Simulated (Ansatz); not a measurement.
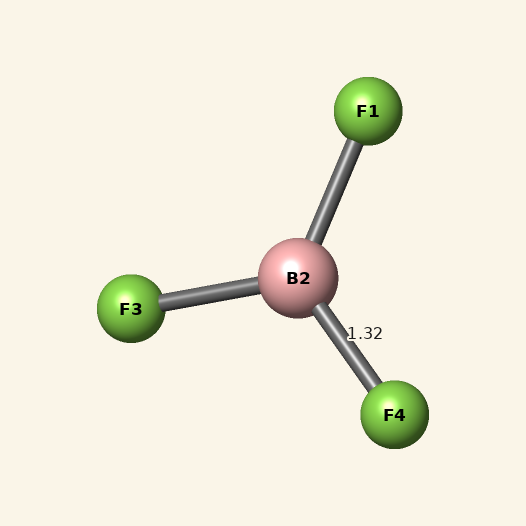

The numbers beside the sticks are distances in Å. Sticks don't show bond order. Computed geometry: PBE-D4/def2-SVP optimisation. No frequency run is at hand to confirm it as a minimum.

Q: Which of the marked bonds are single, double, triple or aromatic?

A: B2–F4 single.

Q: Give the structure as SMILES.

A: FB(F)F
